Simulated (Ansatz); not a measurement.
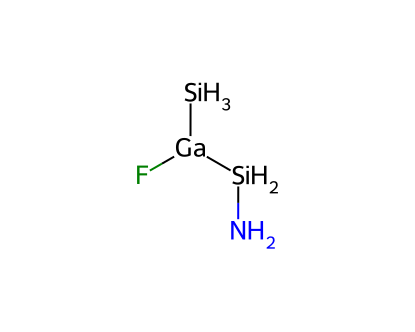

(Drawn from a calculation with Ansatz.)

2D structure.

Write the SMILES.

Answer. N[SiH2][Ga]([F])[SiH3]

Give the formula, hydrogens included.

Answer. FGaH7NSi2.
